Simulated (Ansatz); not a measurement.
# Run report: CH7Al, nudged elastic band (part 2 of 2)

Continued. System: CH7Al. Method: RKS PBE/cc-pVDZ (Ansatz 0.2.0). One setting was made poor on purpose. It belongs to a series of runs on one base structure; here: band between the two ends.

Geometry of the input (Å):
```
Al -0.0095  -0.0226  0.3509
C  0.0254  0.2855  2.3119
H  -0.9235  0.0018  2.8124
H  0.8645  -0.2374  2.8163
H  0.1716  1.3728  2.5000
H  1.3680  -0.1943  -0.4665
H  -1.3891  0.1191  -0.4691
H  -0.2862  -2.2771  0.1789
H  -0.2495  -2.1914  0.9509
```

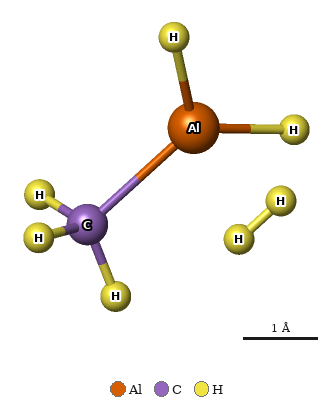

Fig. 1: The input geometry (ball-and-stick view, seen at a tilt). Sticks mark near contacts.

The program's output, continued
```
NEB iter  46: max|band force component| = 4.818e-2 eV/Å  barrier→ = 0.8963 eV  barrier← = 1.2246 eV  CI = image 5  Δτ_max = 0.0117 Å  (138 SCF iters)
NEB iter  47: max|band force component| = 4.216e-2 eV/Å  barrier→ = 0.8958 eV  barrier← = 1.2240 eV  CI = image 5  Δτ_max = 0.0018 Å  (152 SCF iters)
NEB iter  48: max|band force component| = 3.681e-2 eV/Å  barrier→ = 0.8958 eV  barrier← = 1.2240 eV  CI = image 5  Δτ_max = 0.0033 Å  (121 SCF iters)
the calculation of the forces begins
reference -7741.19114282 eV, -284.4835273309 hartree; 13, 13 occupied and 54, 54 virtual orbitals, 839 factors
839 factors; their error is unknown
mean field -7740.03143906 eV, -284.4409090036 hartree, gradient 2.1e-5 eV, S^2 0.000000; 1 other end points of the search recorded, 0 dependent functions left out
the calculation of the forces begins
reference -7740.03148089 eV, -284.4409105410 hartree; 13, 13 occupied and 54, 54 virtual orbitals, 839 factors
NEB iter  49: max|band force component| = 2.990e-2 eV/Å  barrier→ = 0.8958 eV  barrier← = 1.2240 eV  CI = image 5  Δτ_max = 0.0000 Å  (299 SCF iters)
```

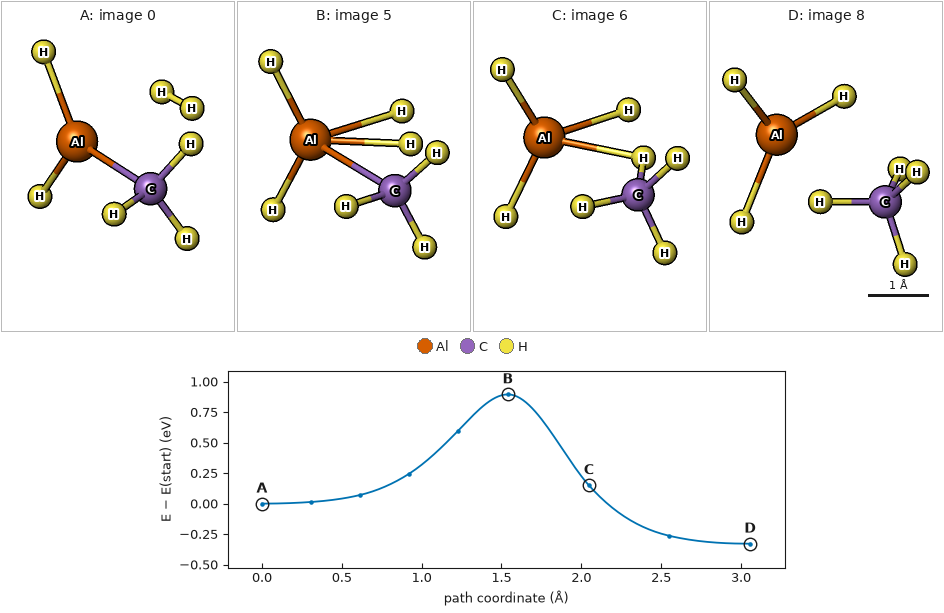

Fig. 2: Images of the last band (counted from 0; ball-and-stick, seen at a tilt) above the energy along the path; the line is a cubic interpolation that uses the forces. The highest image is number 5, 0.896 eV above the start and 1.224 eV above the end (the climbing image); the end lies 0.328 eV below the start. The path is 3.06 Å long. The band converged in 49 iterations.

```
Total energy: -7740.03148089 eV, -284.4409105410 hartree
Atom 0 at    -0.050146    -0.268794     0.059470 Å, force     0.001589    -0.003591     0.000824 eV/Å
Atom 1 at    -0.024977    -0.073755     2.232706 Å, force     0.001731    -0.002735    -0.001624 eV/Å
Atom 2 at    -0.998568    -0.168793     2.752492 Å, force    -0.001616    -0.001797    -0.003429 eV/Å
Atom 3 at     0.774091    -0.531046     2.851186 Å, force    -0.000710     0.005510     0.002376 eV/Å
Atom 4 at     0.216315     1.011663     2.180485 Å, force    -0.004865    -0.001293    -0.003601 eV/Å
Atom 5 at     1.420465    -0.029997    -0.508850 Å, force     0.001966    -0.002896    -0.002268 eV/Å
Atom 6 at    -1.472929     0.191534    -0.493860 Å, force    -0.000146     0.006641     0.008889 eV/Å
Atom 7 at    -0.177305    -1.965783     0.529217 Å, force     0.000384    -0.000555    -0.002507 eV/Å
Atom 8 at    -0.115144    -1.308730     1.382854 Å, force     0.001668     0.000715     0.001339 eV/Å
Dipole moment:     0.008279     0.037999     0.279790 e Å
this run last wrote the band of iteration 49 to [file]
```

The last band as extended XYZ (Å, eV, eV/Å)
```
9
Properties=species:S:1:pos:R:3:forces:R:3 image=0 energy=-7740.92721
Al   -0.0095   -0.0226    0.3509   -0.0004   0.0126   0.0167
C     0.0254    0.2855    2.3119   -0.0006  -0.0143  -0.0147
H    -0.9235    0.0018    2.8124    0.0028   0.0001   0.0073
H     0.8645   -0.2374    2.8163   -0.0023   0.0030   0.0091
H     0.1716    1.3728    2.5000    0.0007   0.0077  -0.0027
H     1.3680   -0.1943   -0.4665   -0.0014  -0.0024  -0.0053
H    -1.3891    0.1191   -0.4691    0.0024  -0.0027  -0.0052
H    -0.2862   -2.2771    0.1789   -0.0022  -0.0059  -0.0099
H    -0.2495   -2.1914    0.9509    0.0009   0.0020   0.0046
9
Properties=species:S:1:pos:R:3:forces:R:3 image=1 energy=-7740.91370
Al   -0.0144   -0.0028    0.3073    0.0005   0.0021   0.0129
C     0.0167    0.2456    2.2782    0.0016   0.0178   0.0096
H    -0.9466   -0.0304    2.7561    0.0025   0.0200   0.0128
H     0.8277   -0.3402    2.7607    0.0047   0.0251   0.0132
H     0.2073    1.3123    2.5269   -0.0020   0.0215   0.0029
H     1.3655   -0.1444   -0.5122   -0.0027  -0.0091   0.0088
H    -1.3947    0.1152   -0.5155    0.0015   0.0024   0.0109
H    -0.2739   -2.2545    0.3183   -0.0019  -0.0228  -0.0415
H    -0.2157   -2.0446    1.0659   -0.0042  -0.0571  -0.0295
9
Properties=species:S:1:pos:R:3:forces:R:3 image=2 energy=-7740.85727
Al   -0.0256   -0.0192    0.2667    0.0086   0.0572   0.0482
C     0.0040    0.1859    2.2465    0.0094   0.0913   0.0244
H    -0.9723   -0.0547    2.7182    0.0063   0.0531   0.0016
H     0.7860   -0.4340    2.7364    0.0132   0.0610  -0.0180
H     0.2386    1.2428    2.4904   -0.0030   0.0816   0.1074
H     1.3653   -0.1208   -0.5389   -0.0202  -0.0230  -0.0035
H    -1.4151    0.1197   -0.5362    0.0217  -0.0179   0.0009
H    -0.2289   -2.1998    0.4487   -0.0137  -0.1015  -0.0979
H    -0.1803   -1.8636    1.1540   -0.0223  -0.2017  -0.0631
9
Properties=species:S:1:pos:R:3:forces:R:3 image=3 energy=-7740.68441
Al   -0.0320   -0.0777    0.2223    0.0256   0.2477   0.1967
C    -0.0072    0.1007    2.2221    0.0220   0.2477   0.0163
H    -0.9847   -0.1022    2.7106    0.0135   0.0897  -0.0537
H     0.7701   -0.4846    2.7625    0.0136   0.0821  -0.1211
H     0.2339    1.1694    2.3786    0.0046   0.2195   0.3176
H     1.3870   -0.0991   -0.5350   -0.0645  -0.0688  -0.0391
H    -1.4400    0.1355   -0.5267    0.0594  -0.0703  -0.0363
H    -0.2014   -2.1071    0.5386   -0.0303  -0.2537  -0.1029
H    -0.1539   -1.6788    1.2126   -0.0439  -0.4939  -0.1775
9
Properties=species:S:1:pos:R:3:forces:R:3 image=4 energy=-7740.32818
Al   -0.0398   -0.1664    0.1530    0.0401   0.4749   0.4253
C    -0.0187    0.0092    2.2171    0.0338   0.3569  -0.0671
H    -0.9939   -0.1460    2.7279    0.0297   0.0752  -0.1052
H     0.7668   -0.5135    2.8095   -0.0187   0.0600  -0.1922
H     0.2206    1.0871    2.2635    0.0177   0.3253   0.3878
H     1.4103   -0.0618   -0.5201   -0.0593  -0.1170  -0.0577
H    -1.4605    0.1597   -0.5118    0.0437  -0.1146  -0.0540
H    -0.1816   -2.0123    0.5717   -0.0191  -0.1969   0.1655
H    -0.1314   -1.4996    1.2749   -0.0679  -0.8638  -0.5026
9
Properties=species:S:1:pos:R:3:forces:R:3 image=5 energy=-7740.03144
Al   -0.0501   -0.2688    0.0595    0.0016  -0.0036   0.0008
C    -0.0250   -0.0738    2.2327    0.0017  -0.0027  -0.0016
H    -0.9986   -0.1688    2.7525   -0.0016  -0.0018  -0.0034
H     0.7741   -0.5310    2.8512   -0.0007   0.0055   0.0024
H     0.2163    1.0117    2.1805   -0.0049  -0.0013  -0.0036
H     1.4205   -0.0300   -0.5089    0.0020  -0.0029  -0.0023
H    -1.4729    0.1915   -0.4939   -0.0001   0.0066   0.0089
H    -0.1773   -1.9658    0.5292    0.0004  -0.0006  -0.0025
H    -0.1151   -1.3087    1.3829    0.0017   0.0007   0.0013
9
Properties=species:S:1:pos:R:3:forces:R:3 image=6 energy=-7740.77636
Al   -0.0650   -0.4342   -0.1054   -0.0390  -0.5334  -0.5209
C    -0.0282   -0.1467    2.3139   -0.0030  -0.2503   0.2652
H    -1.0031   -0.1623    2.8270   -0.0324   0.0214   0.2290
H     0.7910   -0.5140    2.9536    0.0297   0.0769   0.3276
H     0.2102    0.9082    2.0526   -0.0373  -0.3195  -0.4052
H     1.4141    0.0236   -0.5038   -0.0093   0.1722   0.0223
H    -1.4626    0.2482   -0.4783    0.0456   0.1751   0.0426
H    -0.1856   -2.0086    0.3436   -0.0132  -0.1441  -0.6044
H    -0.0990   -1.0580    1.5824    0.0589   0.8018   0.6439
9
Properties=species:S:1:pos:R:3:forces:R:3 image=7 energy=-7741.19110
Al   -0.0745   -0.5437   -0.2603   -0.0032  -0.0710  -0.0903
C    -0.0236   -0.1479    2.4395   -0.0027  -0.0038   0.0688
H    -0.9846   -0.0861    2.9785    0.0069   0.0507   0.0810
H     0.8067   -0.4347    3.1085    0.0079   0.0720   0.0999
H     0.2070    0.8305    1.9754   -0.0126  -0.0592  -0.0756
H     1.3835    0.0722   -0.5324   -0.0193   0.0390  -0.0019
H    -1.4233    0.2941   -0.5040    0.0336   0.0401   0.0112
H    -0.1985   -2.1194    0.0501   -0.0049  -0.0774  -0.1942
H    -0.1208   -1.0088    1.7304   -0.0058   0.0096   0.1011
9
Properties=species:S:1:pos:R:3:forces:R:3 image=8 energy=-7741.25546
Al   -0.0732   -0.5644   -0.3114    0.0003  -0.0036  -0.0020
C    -0.0270   -0.1646    2.4905   -0.0042  -0.0053  -0.0032
H    -0.9681    0.0438    3.0302    0.0024   0.0012   0.0011
H     0.8182   -0.2871    3.1921   -0.0004   0.0004   0.0005
H     0.1983    0.6912    1.8217    0.0013   0.0017  -0.0006
H     1.3747    0.1051   -0.5097   -0.0013   0.0020   0.0010
H    -1.4021    0.3309   -0.4334    0.0013   0.0006   0.0006
H    -0.1998   -2.1677   -0.2419   -0.0002   0.0014   0.0013
H    -0.1490   -1.1308    1.9477    0.0009   0.0016   0.0012
```

Summary

| quantity | value |
| --- | --- |
| outcome | converged |
| barrier, forward | 0.896 eV |
| barrier, backward | 1.224 eV |
| hardware | 1 thread of Arm Neoverse V1, 24 GiB of memory available, shared host |
| wall time | 8.3 min |
| peak memory | 0.12 GiB |

Notes

A deliberately poor setting: step length. The order of the saddle point was not checked.
